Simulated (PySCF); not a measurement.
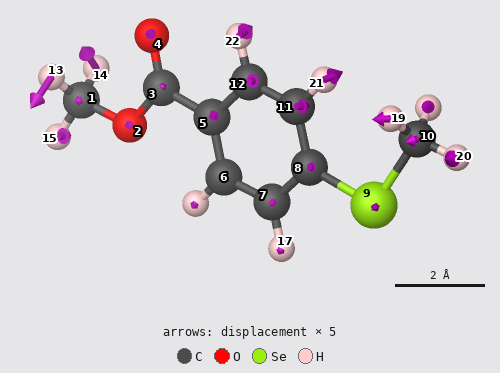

A relaxation of C₉H₁₀O₂Se. The starting structure is drawn; purple arrows show the displacements, 5 times their true length. The two geometries are superimposed by the best rigid fit.

A ball-and-stick model, seen from a free direction.

The start comes from GFN2-xTB. Its atoms were then displaced at random by about 0.01 Å.

The calculation used PBE0-D3(BJ)/def2-SVP geometry optimisation, gas phase (PySCF). 

Question: Which element moves most?

Answer: Hydrogen: up to 0.20 Å, against 0.08 Å for carbon.

Question: What happened in the run?

Answer: After 7 geometry steps the energy has fallen by 3.89 kcal/mol. The largest move after the best rigid fit is that of an H atom, 0.20 Å. By element the largest moves are H 0.20 Å, C 0.08 Å, O 0.05 Å, Se 0.03 Å. Among the contacts that change: C–H 1.061 → 1.090 Å, C–H 1.126 → 1.100 Å, C–C 1.365 → 1.390 Å, C–O 1.396 → 1.414 Å. Bond angles that change, for instance: O–C–H 114.3° → 110.9°, O–C–C 121.7° → 124.6°, O–C–O 125.7° → 123.0°.
